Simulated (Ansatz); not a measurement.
# Glassy 57SiO2-27Al2O3-16BaO (mol %): a series in density

How do energy, pressure, forces, levels, charges and cost follow the density?

Computed with Ansatz 0.2.0: Kohn-Sham DFT, PBE, PAW (set soft_2). Every run is a single point, with the atoms held where the recipe put them (cutoff of the plane-wave runs 420 eV, fixed occupations).

First member: 149 atoms (25 Si, 24 Al, 7 Ba, 93 O) placed at random at 2.73 g/cm³, melted at 4000 K for 10 ps at fixed volume with the Morse and Coulomb pair potential with partial charges (Pedone, Malavasi, Menziani, Cormack and Segre, J. Phys. Chem. B 110, 11780 (2006)). Quenched from 4000 K to 300 K at 25 K/ps and fixed volume, held 5 ps.

Last member: 149 atoms (25 Si, 24 Al, 7 Ba, 93 O) placed at random at 3.64 g/cm³, melted at 4000 K for 10 ps at fixed volume with the Morse and Coulomb pair potential with partial charges (Pedone, Malavasi, Menziani, Cormack and Segre, J. Phys. Chem. B 110, 11780 (2006)). Quenched from 4000 K to 300 K at 25 K/ps and fixed volume, held 5 ps.

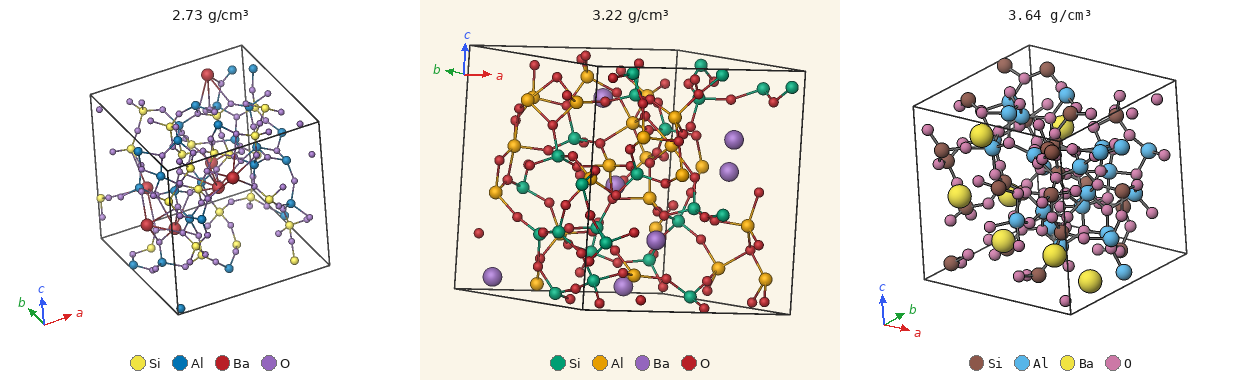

Three members of the series, labelled by density. Bonds to atoms that aren't drawn are left out. Some periodic images of atoms are drawn too.

The members:

```csv
density (g/cm³),reduced formula,atoms,valence electrons,k-mesh,basis,density (g/cm³)
2.733,Ba7Al24Si25O93,149,800,1×1×1,plane waves,2.73
2.885,Ba7Al24Si25O93,149,800,1×1×1,plane waves,2.88
3.037,Ba7Al24Si25O93,149,800,1×1×1,plane waves,3.04
3.219,Ba7Al24Si25O93,149,800,1×1×1,plane waves,3.22
3.401,Ba7Al24Si25O93,149,800,1×1×1,plane waves,3.40
3.644,Ba7Al24Si25O93,149,800,1×1×1,plane waves,3.64
```

Each cell is one sample from a classical run, so sample-to-sample scatter enters every column; pressures lack the kinetic term.

The input of the first member, without its atom lines; other members have their own cell and atoms, and may differ in mesh, basis and outputs:

```yaml
crystal:
  lattice:
    - [13.2156, 0.0, 0.0]
    - [0.0, 13.2156, 0.0]
    - [0.0, 0.0, 13.2156]
  atoms:
    [... 149 lines ...]
kpoints:
  mp_grid: { grid: [1, 1, 1] }
hamiltonian:
  xc: pbe
scf:
  occupations: { method: fixed }
output:
  forces: true
  stress: true
  populations: true
  dos:
    method: { smearing: { sigma: 0.1 } }
    de: 0.1
    projected: { site_lists: { Al: [Al], Ba: [Ba], O: [O], Si: [Si] } }
  eigenvalues: true
  write_density: true
  write_potential: true
  volumetric_format: npy
```

**Question.** How do the results, the time and the memory go along the series?

Results; charges are mean Löwdin charges in e:

```csv
density (g/cm³),energy less the first member's (meV/atom),pressure (GPa),r.m.s. force (eV/Å),gap (eV),q(Al),q(Si),q(Ba)
2.733,0.0,3.69,1.27,2.88,+1.35,+1.73,+1.92
2.885,21.5,3.12,1.17,2.61,+1.33,+1.74,+1.91
3.037,15.7,3.88,1.20,3.02,+1.34,+1.73,+1.92
3.219,18.2,5.11,1.32,3.34,+1.32,+1.73,+1.92
3.401,44.8,9.90,1.37,3.58,+1.32,+1.73,+1.93
3.644,67.3,9.44,1.33,3.49,+1.31,+1.71,+1.92
```

The gap is that between the highest filled and lowest empty Kohn-Sham level on the run's k-points; tail or defect levels can set it. Atoms aren't relaxed at this level, so pressure against density here is no equation of state. The projection misses up to 0.064 e an atom, so the charges add up to more than the cell's charge.

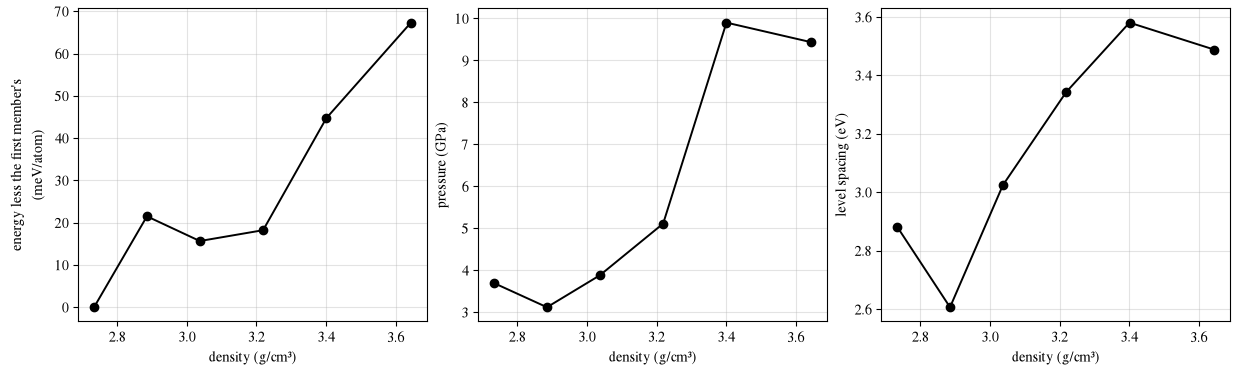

Results against density.

Cost on 8 threads of Arm Neoverse N1, shared host:

```csv
density (g/cm³),atoms,basis,k-mesh,SCF cycles,time,host memory (GiB)
2.733,149,plane waves,1×1×1,11,81 s,3.5
2.885,149,plane waves,1×1×1,10,66 s,3.4
3.037,149,plane waves,1×1×1,9,65 s,3.2
3.219,149,plane waves,1×1×1,9,60 s,3.1
3.401,149,plane waves,1×1×1,9,59 s,3.0
3.644,149,plane waves,1×1×1,9,54 s,2.7
```

Times include the outputs that each run asked for, on hosts shared with other jobs.

The energy against the first member is lowest at 2.73 g/cm³ (0.0 meV/atom) and highest at 3.64 g/cm³ (67.3 meV/atom), rising overall but not at every step; each member is a single configuration. The gap is lowest at 2.88 g/cm³ (2.61 eV) and highest at 3.40 g/cm³ (3.58 eV), rising overall but not at every step; in single samples it varies with the configuration. The mean charge on Al is lowest at 3.64 g/cm³ (+1.31 e) and highest at 2.73 g/cm³ (+1.35 e), falling overall but not at every step. The pressure is lowest at 2.88 g/cm³ (3.1 GPa) and highest at 3.40 g/cm³ (9.9 GPa), rising overall but not at every step.

**Limits.** No spin–orbit coupling is included, so levels derived from the heavy atoms are approximate. The quench rate of 25 K/ps far exceeds what a furnace or splat quench reaches, so expect more defects and frozen-in strain than in a real sample. The starting topology of bonds comes from the classical model, and needn't be the one that DFT or experiment would give. The cells aren't relaxed by DFT, which could reorder their energies.

[Logs are printed without paths, hosts, clocks, repeated set-up lines and the standing remarks that a program may print on its own settings, such as how far it seeks lower states.]

[Hosts, paths, dates, database ids (printed as entryN), source tags and the programs' standing remarks are cut or masked in the printed files.]
